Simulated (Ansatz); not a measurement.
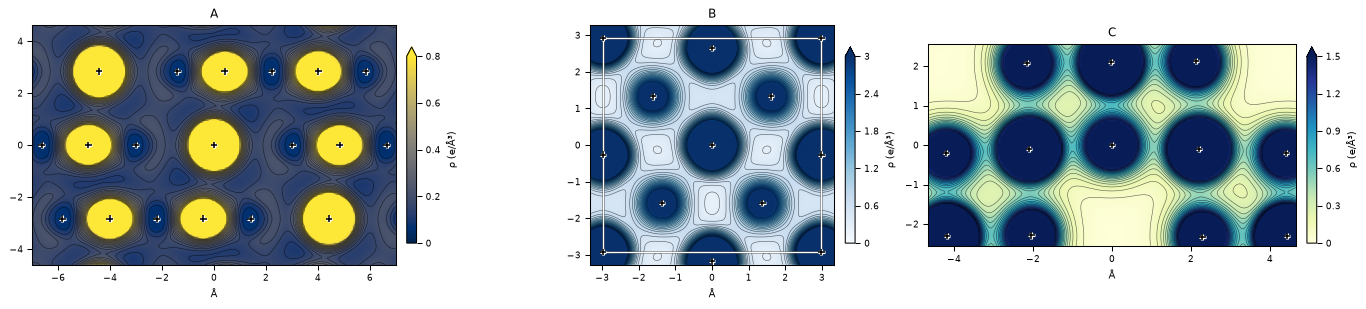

The valence charge density (pseudo) of 3 systems, each on a plane through atoms (crosses mark nuclei in the plane).

Theory: DFT PBE, scalar-relativistic, plane waves, PAW (Ansatz).

System 1: TaW2N4, the (001) plane of the conventional cell. Space group C2/m; a generated structure, not necessarily the stable one; changed on purpose from its base cell (volume × 0.94, shape and atoms relaxed); computed pressure about 22 GPa in this cell; computed without spin polarisation.

System 2: ZrNb2N4, the (111) plane of the conventional cell. Space group P2/m; a generated structure, not necessarily the stable one; changed on purpose from its base cell (volume × 0.97, shape and atoms relaxed); computed pressure about 7 GPa in this cell.

System 3: LaAl3N2, the (110) plane of the conventional cell. Space group R-3m; a generated structure, not necessarily the stable one.

### Which map belongs to which system?

Panel A is system 3, LaAl3N2: the plane holds La, Al and N. Al–N (1.80 Å): the density is about 0.76 e/Å³ at the midpoint. Panel B is system 1, TaW2N4: the plane holds W and N. W–W (2.65 Å): ρ at the midpoint is about 0.52 e/Å³. Panel C is system 2, ZrNb2N4: the plane holds Zr, Nb and N. Nb–N (2.11 Å): the density is about 0.73 e/Å³ at the midpoint.
